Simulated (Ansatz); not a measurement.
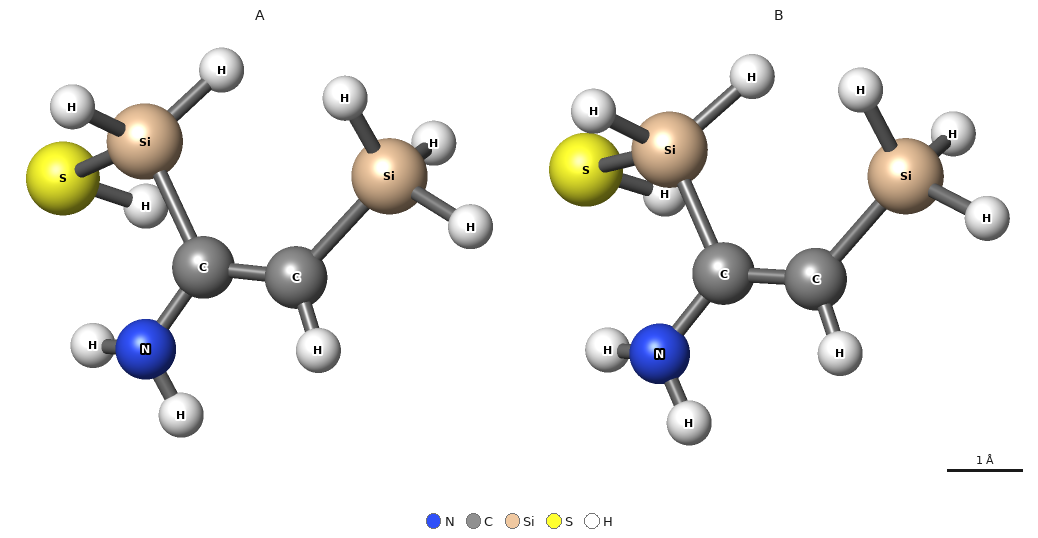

Two geometries of C₂H₉NSSi₂, drawn at one scale. One is the start of a relaxation, the other its converged end. Style: ball-and-stick. Shown at a tilt.

These are results of RKS PBE0-D4/6-31G* in Ansatz 0.2.0, not measurements. Set-up: no spin polarisation; force threshold 0.015 eV/Å; at most 40 steps.

Which geometry has the lower energy?

Answer. Structure B is the relaxed one. The run prepares an end point of a later path (inversion) calculation, from a guessed geometry. The largest moves after the best rigid fit, 0.24 Å, are those of H atoms. By element the largest moves are H 0.24 Å, Si 0.13 Å, S 0.13 Å, N 0.10 Å, C 0.09 Å. Among the contacts that change: H–Si 1.409 → 1.494 Å, C–Si 1.945 → 1.884 Å, H–N 1.070 → 1.011 Å, H–Si 1.437 → 1.484 Å. Among the angles between lasting bonds that change: H–Si–H 113.7° → 106.7°, C–Si–H 106.7° → 113.7°, H–N–H 107.7° → 114.0°. The energy falls by 10.2 kcal/mol in 7 accepted moves (8 points after the start). Largest force component: 4.3 eV/Å at the start, 0.013 eV/Å at the end. The line search rejected the trial step at point 6 of the run. Cost: 55 s on 2 threads of Intel(R) Xeon(R) Platinum 8259CL CPU @ 2.50GHz (Skylake/Cascade Lake), on a shared host, peak memory 0.35 GiB.
